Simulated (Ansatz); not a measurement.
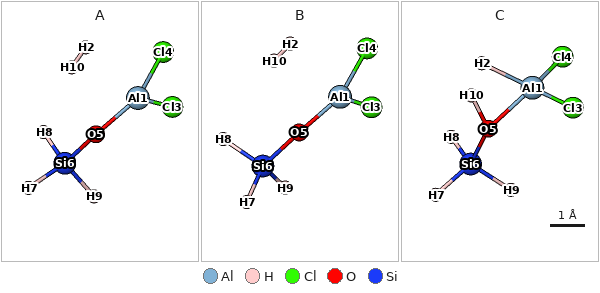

3 geometries from a converged minimum-energy path of AlSiH$_{5}$OCl$_{2}$, shuffled. Style: ball-and-stick. Shown from a free direction.

Computed with RKS BLYP-D4/def2-SVP in Ansatz. Set-up: 9 movable images; climbing image; force threshold 0.05 eV/Å; iteration limit 60; starting path through a guess of the saddle point.

One of them is the converged climbing image. Which?

Answer. C. In order along the path, whose images run from 0 to 10: C (image 6, +16.1 kcal/mol), A (image 8, −4.7 kcal/mol), B (image 10, −5.1 kcal/mol). Breaking: Al1–H2 (1.58 → 1.74 at the top → 2.40 Å), O5–H10 (0.99 → 1.22 at the top → 2.57 Å). Forming: H2–H10 (3.43 → 1.11 at the top → 0.77 Å).
